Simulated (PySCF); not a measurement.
SMILES F[Si](F)(F)SB(O)O, singlet at its CAM-B3LYP/def2-SVP optimised geometry (Å):

```
10

Si     0.8004     1.2402    -0.0119
F      1.7149     1.0446    -1.3034
F      0.3013     2.7579    -0.0177
F      1.7271     1.0605     1.2732
S     -0.9215     0.0392     0.0000
B     -0.0703    -1.6020     0.0000
O      1.2787    -1.6020     0.0000
O     -0.7678    -2.7579    -0.0002
H      1.6767    -2.4818    -0.0032
H     -1.7271    -2.6731    -0.0030
```

Computed with CAM-B3LYP/def2-TZVP (PySCF). Cells within 0.4 Å of a nucleus heavier than hydrogen are left out (blank, or x).

Map of the log10 of the electron density (e/bohr³), floored at −4 on the plane z = 1.5 Å:

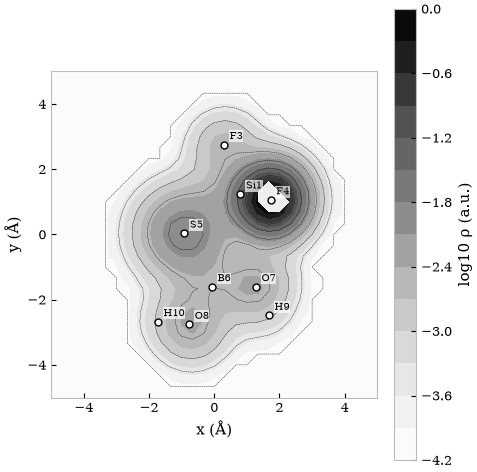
Figure: Log10 of the electron density (e/bohr³), floored at −4 on the plane z = 1.5 Å.
